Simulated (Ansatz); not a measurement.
**C₂H₉FGaN: basis-set convergence**

Aim: see how fast density functionals converge with the basis set for C₂H₉FGaN.

Computed with Ansatz 0.2.0, Gaussian basis. Level: one geometry, several basis sets.

Levels to be run: PBE0-D4/def2-SVP; ωB97M-V/def2-SVP; PBE0-D4/def2-QZVPP; ωB97M-V/def2-QZVPP; the functionals' def2-TZVPP values are taken from earlier runs.

## (1) Structure used throughout

The geometry comes from an earlier relaxation with PBE0-D4 in a triple-zeta def2 set; it is a stationary point, not always the lowest conformer.

SMILES `[CH3][Ga-]([CH3])([NH3+])[F]`, 14 atoms, charge 0, spin multiplicity 1.

Atoms are counted from 1 here; the program's logs count them from 0.

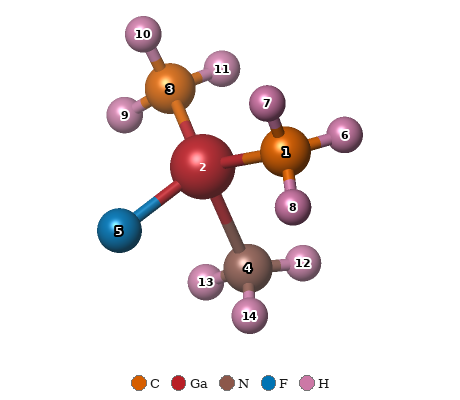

The geometry (carbon orange, gallium red, nitrogen brown, fluorine blue, hydrogen pink); atoms are numbered from 1 in the order of the file.

As a file:

```mol
C2H9FGaN
  3D, bonds by distance, orders not assigned

 14 13  0  0  0  0  0  0  0  0999 V2000
   -1.7358    0.9742   -0.2083 C   0  0
    0.1575    0.4205   -0.2597 Ga  0  0
    1.5102    0.6151    1.1635 C   0  0
    0.0427   -1.7057   -0.5487 N   0  0
    0.8679    0.5465   -1.9177 F   0  0
   -2.2648    0.5448    0.6469 H   0  0
   -1.8146    2.0609   -0.1266 H   0  0
   -2.2556    0.6761   -1.1219 H   0  0
    2.4619    0.1707    0.8626 H   0  0
    1.6944    1.6706    1.3771 H   0  0
    1.1892    0.1458    2.0976 H   0  0
   -0.4309   -2.2600    0.1547 H   0  0
    0.9902   -2.0517   -0.6520 H   0  0
   -0.4250   -1.8372   -1.4391 H   0  0
  1  2  8  0
  2  3  8  0
  2  4  8  0
  2  5  8  0
  1  6  8  0
  1  7  8  0
  1  8  8  0
  3  9  8  0
  3 10  8  0
  3 11  8  0
  4 12  8  0
  4 13  8  0
  4 14  8  0
M  END
```

## (2) PBE0-D4 in def2-SVP

in.yaml reads:

```yaml
crystal:
  periodic: [false, false, false]
  atoms:
    - {symbol: C, position_ang: [-1.735797, 0.974219, -0.208289]}
    - {symbol: Ga, position_ang: [0.157464, 0.420509, -0.259668]}
    - {symbol: C, position_ang: [1.510180, 0.615076, 1.163546]}
    - {symbol: N, position_ang: [0.042689, -1.705655, -0.548700]}
    - {symbol: F, position_ang: [0.867851, 0.546477, -1.917650]}
    - {symbol: H, position_ang: [-2.264768, 0.544838, 0.646943]}
    - {symbol: H, position_ang: [-1.814555, 2.060922, -0.126592]}
    - {symbol: H, position_ang: [-2.255623, 0.676098, -1.121893]}
    - {symbol: H, position_ang: [2.461920, 0.170727, 0.862584]}
    - {symbol: H, position_ang: [1.694368, 1.670639, 1.377093]}
    - {symbol: H, position_ang: [1.189161, 0.145845, 2.097635]}
    - {symbol: H, position_ang: [-0.430892, -2.259993, 0.154748]}
    - {symbol: H, position_ang: [0.990224, -2.051724, -0.651955]}
    - {symbol: H, position_ang: [-0.425022, -1.837176, -1.439100]}
basis:
  gaussian: {orbitals: def2-SVP}
hamiltonian: {xc: pbe0, dispersion: d4}
output: {orbitals: {seedname: orbitals}}
```

Run with:

```bash
> ansatz run in.yaml --threads 4 --pin off --events-out ev --progress --plain --max-ram 11315MiB
```

Log:

```text
Functional definition: PBE0
  name "PBE0"
  cite "Adamo & Barone, J. Chem. Phys. 110, 6158 (1999) doi:10.1063/1.478522"
  cite "Perdew, Burke & Ernzerhof, Phys. Rev. Lett. 77, 3865 (1996) doi:10.1103/PhysRevLett.77.3865"
  parent pbe
  parameter a = 0.25
  parameter kappa = 0.804
  parameter beta = 0.06672455060314922
  exchange = (1 - a)*pbe_x(kappa = kappa, mu = beta*pi^2/3) + a*exact_x
  correlation = pbe_c(beta = beta)
1547 factors; their error is unknown
mean field evaluation 1: about -58769.6034 eV, gradient 7.9e1 eV
mean field evaluation 2: about -58764.1038 eV, gradient 9.6e1 eV
mean field evaluation 4: about -58782.5240 eV, gradient 2.8e0 eV
mean field evaluation 8: about -58782.5379 eV, gradient 2.9e-2 eV
mean field evaluation 16: about -58782.7035 eV, gradient 5.5e-5 eV
mean field -58782.70345569 eV, -2160.2245076493 hartree, gradient 5.5e-5 eV, S^2 0.000000; 0 other end points of the search recorded, 0 dependent functions left out
reference -58782.70348692 eV, -2160.2245087969 hartree; 34, 34 occupied and 99, 99 virtual orbitals, 1547 factors
Total energy: -58782.92869906 eV, -2160.2327851902 hartree
```

It took 1.4 s on 4 threads of Arm Neoverse V2, shared host; peak memory 0.38 GiB.

## (3) ωB97M-V in def2-SVP

Changes to in.yaml since step 2:

```diff
@@ -19,3 +19,3 @@
   gaussian: {orbitals: def2-SVP}
-hamiltonian: {xc: pbe0, dispersion: d4}
+hamiltonian: {xc: {name: wB97M-V}}
 output: {orbitals: {seedname: orbitals}}
```

Launched as before.

Log, shortened:

```text
Functional definition: wB97M-V
  name "wB97M-V"
  cite "Mardirossian & Head-Gordon, J. Chem. Phys. 144, 214110 (2016) doi:10.1063/1.4952647"
  cite "Becke, J. Chem. Phys. 107, 8554 (1997) doi:10.1063/1.475007"
  cite "Vydrov & Van Voorhis, J. Chem. Phys. 133, 244103 (2010) doi:10.1063/1.3521275"
  # Of w^i u^j: cxij and so on, Table III.
[...]
  gx(w, u) = 1 - cx + cx01*u + cx10*w
  gss(w, u) = css00 + css04*u^4 + css10*w + css20*w^2 + css43*w^4*u^3
  gos(w, u) = cos00 + cos10*w + (cos20 + cos21*u)*w^2 + (cos60 + cos61*u)*w^6
[...]
      + integral(e_c_pw_mod_opposite_spin*gos(b97_w_opposite, b97_u_opposite)) + vv10(b, c)
1540 factors; their error is unknown
373 factors; integrals over basis functions are off by at most 7.3e-6 eV
[...]
mean field -58790.76341741 eV, -2160.5207057792 hartree, gradient 6.3e-5 eV, S^2 0.000000; 0 other end points of the search recorded, 0 dependent functions left out
reference -58790.76346805 eV, -2160.5207076403 hartree; 34, 34 occupied and 99, 99 virtual orbitals, 1540 factors
Total energy: -58790.76346805 eV, -2160.5207076403 hartree
```

Wall time 6 s (4 threads of Arm Neoverse V2, shared host); peak memory 0.5 GiB.

## (4) PBE0-D4 in def2-QZVPP

Changes to in.yaml since step 3:

```diff
@@ -18,4 +18,4 @@
 basis:
-  gaussian: {orbitals: def2-SVP}
-hamiltonian: {xc: {name: wB97M-V}}
+  gaussian: {orbitals: "def2-QZVPP.json"}
+hamiltonian: {xc: pbe0, dispersion: d4}
 output: {orbitals: {seedname: orbitals}}
```

Same command.

Log:

```text
Functional definition: PBE0
  name "PBE0"
  cite "Adamo & Barone, J. Chem. Phys. 110, 6158 (1999) doi:10.1063/1.478522"
  cite "Perdew, Burke & Ernzerhof, Phys. Rev. Lett. 77, 3865 (1996) doi:10.1103/PhysRevLett.77.3865"
  parent pbe
  parameter a = 0.25
  parameter kappa = 0.804
  parameter beta = 0.06672455060314922
  exchange = (1 - a)*pbe_x(kappa = kappa, mu = beta*pi^2/3) + a*exact_x
  correlation = pbe_c(beta = beta)
1862 factors; their error is unknown
mean field evaluation 1: about -58780.7884 eV, gradient 9.7e1 eV
mean field evaluation 2: about -58770.9890 eV, gradient 1.2e2 eV
mean field evaluation 4: about -58798.4694 eV, gradient 5.7e0 eV
mean field evaluation 8: about -58798.5236 eV, gradient 9.6e-2 eV
mean field evaluation 16: about -58798.6738 eV, gradient 2.6e-5 eV
mean field -58798.67381321 eV, -2160.8114074630 hartree, gradient 2.6e-5 eV, S^2 0.000000; 0 other end points of the search recorded, 0 dependent functions left out
reference -58798.67385938 eV, -2160.8114091595 hartree; 34, 34 occupied and 553, 553 virtual orbitals, 1862 factors
Total energy: -58798.89907151 eV, -2160.8196855528 hartree
```

It took 11 s on 4 threads of Arm Neoverse V2, shared host; peak memory 2.7 GiB.

## (5) ωB97M-V in def2-QZVPP

Changes to in.yaml since step 4:

```diff
@@ -19,3 +19,3 @@
   gaussian: {orbitals: "def2-QZVPP.json"}
-hamiltonian: {xc: pbe0, dispersion: d4}
+hamiltonian: {xc: {name: wB97M-V}}
 output: {orbitals: {seedname: orbitals}}
```

Same command.

Log, shortened:

```text
Functional definition: wB97M-V
  name "wB97M-V"
  cite "Mardirossian & Head-Gordon, J. Chem. Phys. 144, 214110 (2016) doi:10.1063/1.4952647"
  cite "Becke, J. Chem. Phys. 107, 8554 (1997) doi:10.1063/1.475007"
  cite "Vydrov & Van Voorhis, J. Chem. Phys. 133, 244103 (2010) doi:10.1063/1.3521275"
  # Of w^i u^j: cxij and so on, Table III.
[...]
  gx(w, u) = 1 - cx + cx01*u + cx10*w
  gss(w, u) = css00 + css04*u^4 + css10*w + css20*w^2 + css43*w^4*u^3
  gos(w, u) = cos00 + cos10*w + (cos20 + cos21*u)*w^2 + (cos60 + cos61*u)*w^6
[...]
      + integral(e_c_pw_mod_opposite_spin*gos(b97_w_opposite, b97_u_opposite)) + vv10(b, c)
1857 factors; their error is unknown
459 factors; integrals over basis functions are off by at most 5.2e-6 eV
[...]
mean field -58806.96993245 eV, -2161.1162842218 hartree, gradient 3.8e-5 eV, S^2 0.000000; 0 other end points of the search recorded, 0 dependent functions left out
reference -58806.97000765 eV, -2161.1162869851 hartree; 34, 34 occupied and 553, 553 virtual orbitals, 1857 factors
Total energy: -58806.97000765 eV, -2161.1162869851 hartree
```

Wall time 26 s (4 threads of Arm Neoverse V2, shared host); peak memory 2.9 GiB.

## (6) Density functionals: the series

The def2-TZVPP values come from earlier runs at the same geometry.

```
functional       basis  functions  energy (eV)  from the largest (eV)  HOMO (eV)  LUMO (eV)
   PBE0-D4    def2-SVP        133  -58782.9287                 15.970      -7.02       0.54
   PBE0-D4  def2-TZVPP        298  -58797.3358                  1.563      -7.14      -0.04
   PBE0-D4  def2-QZVPP        587  -58798.8991                  0.000      -7.18      -0.31
   ωB97M-V    def2-SVP        133  -58790.7635                 16.207      -9.25       2.10
   ωB97M-V  def2-TZVPP        298  -58805.4587                  1.511      -9.38       1.34
   ωB97M-V  def2-QZVPP        587  -58806.9700                  0.000      -9.41       0.90
```

## (7) What came out

```
                                       quantity           value
PBE0-D4: double and triple zeta above quadruple  15.97, 1.56 eV
ωB97M-V: double and triple zeta above quadruple  16.21, 1.51 eV
```

What this shows: PBE0-D4 gains 14.41 eV from double to triple zeta, then 1.56 eV more. Total energies overstate the basis error of differences, where much of it tends to cancel. The LUMO of ωB97M-V is positive and keeps falling with the basis (2.10 to 0.90 eV): an unbound level that the basis holds in place.

For PBE0-D4 the largest set took about 8 times as long as the smallest (11 s against 1.4 s).
